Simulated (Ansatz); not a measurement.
## Electronic structure of C$_{7}$H$_{5}$O$_{2}$ (benzoate) (charge −1) in real space

```xyz
14

O     2.9618   -1.1685   -0.1601
C     2.4289   -0.0220   -0.1447
O     2.9804    1.1146   -0.1944
C     0.8790   -0.0080   -0.0519
C     0.1494   -1.2111    0.0091
C    -1.2519   -1.2027    0.0922
C    -1.9503    0.0177    0.1158
C    -1.2321    1.2253    0.0555
C     0.1692    1.2083   -0.0274
H     0.7311   -2.1449   -0.0118
H    -1.8086   -2.1530    0.1392
H    -3.0498    0.0277    0.1810
H    -1.7731    2.1855    0.0737
H     0.7660    2.1313   -0.0763
```

Geometry: PBE-D4/def2-SVPD.

Method: RKS PBE0-D4/def2-TZVPD in Ansatz.

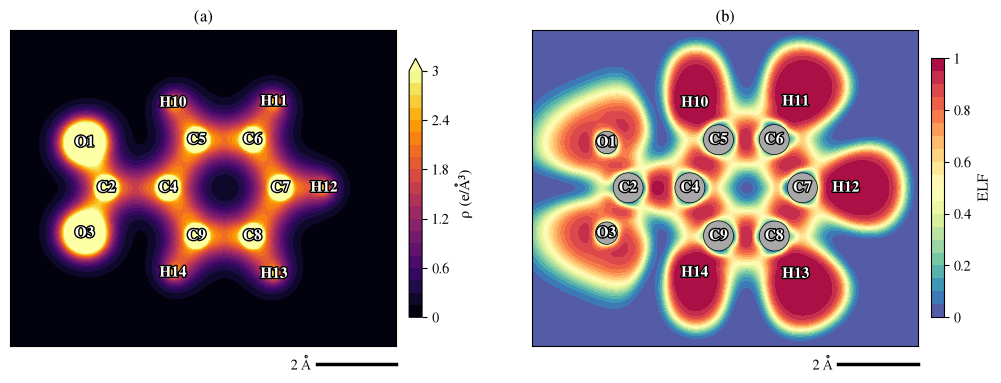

Figure 1. (a) electron density; (b) ELF on the molecular plane. Grey discs cover the atomic cores in the ELF map.

Q: Describe what can be read from this map.

A:
- Atoms in the plane: O, C and H.
- C–O (1.26 Å): ρ is about 3 e/Å³ halfway; the ELF peaks at about 0.85 between the atoms (a short, strongly polar bond).
- C–C (1.40 Å): the density is about 2.1 e/Å³ at the midpoint; the ELF peaks at about 0.95 between the atoms; localised, covalent bonding.
- C–H (1.10 Å): ρ is about 2 e/Å³ halfway; the ELF climbs to about 1 towards the hydrogen, as it does in any bond to H: an ordinary covalent bond to hydrogen.
- C–C (1.55 Å): ρ is about 1.6 e/Å³ halfway; the ELF peaks at about 1 between the atoms (a shared electron pair).
- The ELF also peaks beside O3 and O1, away from the bonds: lone-pair regions.

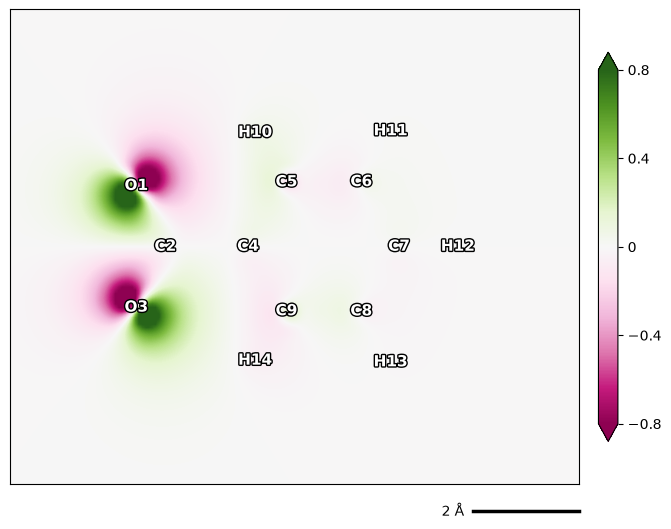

Figure 2. The HOMO on the molecular plane (values in Å⁻³ᐟ²; the overall sign is arbitrary).

Q: What is the character of this orbital?

A: By Hirshfeld shares it lies mainly on O1 (about 45 %), O3 (about 45 %) and C2 (about 10 %); it is symmetric in the molecular plane (an in-plane orbital: σ, lone-pair or in-plane π type); largely a combination of lone pairs on O1 and O3. Its energy is −1.90 eV.

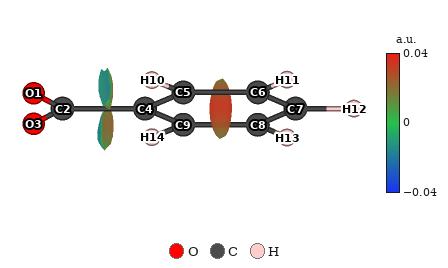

Figure 3. Non-covalent interaction (NCI) plot: the surface where the reduced density gradient is 0.5, for densities under 0.05 a.u., coloured by sign(λ₂)ρ; seen from one side.

Q: Which non-covalent interactions does the plot reveal?

A: Between H10 and C5 on one side and O1 and C2 on the other: a weak contact, attractive (blue-green) on one side and crowded (olive to red) on the other; between H14 and C9 on one side and O3 and C2 on the other: a weak contact, attractive (blue-green) on one side and crowded (olive to red) on the other; inside the ring or cage of C4, C5, C6, C7, C8 and C9: steric crowding (red).
